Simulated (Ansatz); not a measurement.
## Two runs on ZrO$_{2}$

System: ZrO$_{2}$, charge −1, multiplicity 2.
Method of the first run: UHF/def2-TZVPD (Ansatz 0.2.0).

The geometry comes from this level: PBE-D4/def2-TZVPD. Text and figures count atoms from 1; the logs count them from 0 in places.

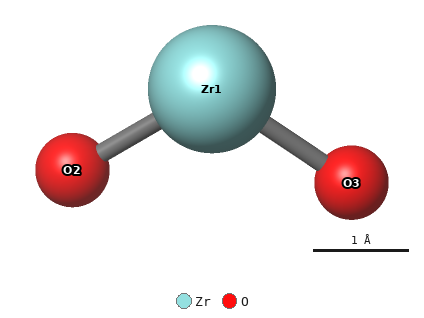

Fig. 1: The structure (ball-and-stick view, seen at a tilt; atoms are numbered from 1 in the order of the input). Sticks mark near contacts. Bond lengths as drawn: O–Zr 1.82 Å.

## The input, the first run
```yaml
crystal:
  periodic: [false, false, false]
  atoms:
    - {symbol: Zr, position_ang: [0.026918, 0.569810, 0.421284]}
    - {symbol: O, position_ang: [1.254478, -0.770160, 0.364678]}
    - {symbol: O, position_ang: [-1.281396, 0.200350, -0.785962]}
basis:
  gaussian: {orbitals: def2-TZVPD, initial_orbitals: start.molden}
total_charge: -1
magnetization: {spin_polarized: true, initial_magnetization: 1}
hamiltonian: {xc: hf}
scf: {omitted_lower_state_checks: [starts]}
output: {orbitals: {seedname: orbitals}}
```

Launched with:
```bash
ansatz run in.yaml --threads 4 --pin off --events-out ev --progress --plain --max-ram 3916MiB
```

Hardware: 4 threads of Arm Neoverse N1, 23 GiB of memory available, shared host.

## Output (the first run)
```
Functional definition: HF
  exchange = exact_x
  correlation = 0
these checks for a lower state are left out or cut short: starts
885 factors; their error is unknown
mean field evaluation 1: about -5342.8559 eV, gradient 1.5e1 eV
mean field evaluation 2: about -5343.7133 eV, gradient 1.2e0 eV
mean field evaluation 4: about -5343.8953 eV, gradient 3.1e-1 eV
mean field evaluation 8: about -5343.8956 eV, gradient 1.4e-5 eV
mean field -5343.89561941 eV, -196.3845417909 hartree, gradient 1.4e-5 eV, S^2 0.756761; 0 other end points of the search recorded, 0 dependent functions left out
reference -5343.89561941 eV, -196.3845417909 hartree; 15, 14 occupied and 105, 106 virtual orbitals, 885 factors
Total energy: -5343.89561941 eV, -196.3845417909 hartree
Checks for a lower state left out: starts
```

The input of the second run differs as follows (lines with − go, lines with + come):
```diff
-  gaussian: {orbitals: def2-TZVPD, initial_orbitals: start.molden}
+  gaussian: {orbitals: STO-3G}
```

How does the second run compare with the first run?

The total energy of the second run is 2167672.1 kcal/mol lower, which measures the change of basis and not a stability. The HOMO goes from −2.14 to 2.91 eV. The LUMO goes from 3.89 to 12.96 eV. Diffuse functions give room to the loosely bound empty orbitals, which lowers the LUMO. The basis functions go from 120 to 37.

## Output (the second run)
```
Functional definition: HF
  exchange = exact_x
  correlation = 0
these checks for a lower state are left out or cut short: starts
471 factors; integrals over basis functions are off by at most 7.9e-5 eV
mean field evaluation 1: about -99339.2471 eV, gradient 2.1e1 eV
mean field evaluation 2: about -99339.2835 eV, gradient 2.1e1 eV
mean field evaluation 4: about -99342.5382 eV, gradient 2.5e0 eV
mean field evaluation 8: about -99342.9073 eV, gradient 6.7e-1 eV
mean field evaluation 16: about -99343.0500 eV, gradient 2.4e-5 eV
mean field -99343.05001000 eV, -3650.7897507296 hartree, gradient 2.4e-5 eV, S^2 1.101807; 0 other end points of the search recorded, 0 dependent functions left out
reference -99343.05001000 eV, -3650.7897507296 hartree; 29, 28 occupied and 8, 9 virtual orbitals, 471 factors
Total energy: -99343.05001000 eV, -3650.7897507296 hartree
Checks for a lower state left out: starts
```

## The two runs side by side

| quantity | the first run | the second run |
| --- | --- | --- |
| outcome | converged | converged |
| total energy (hartree) | −196.384542 | −3650.789751 |
| HOMO (eV) | −2.14 | 2.91 |
| LUMO (eV) | 3.89 | 12.96 |
| ⟨S²⟩ | 0.757 | 1.102 |
| basis functions | 120 | 37 |

For the second run: ⟨S²⟩ is 1.10 against 0.75 for a pure state: the solution is spin-contaminated. The highest filled orbital lies above zero: either the extra electron isn't bound at this level, or the self-interaction error of the functional lifts the level.
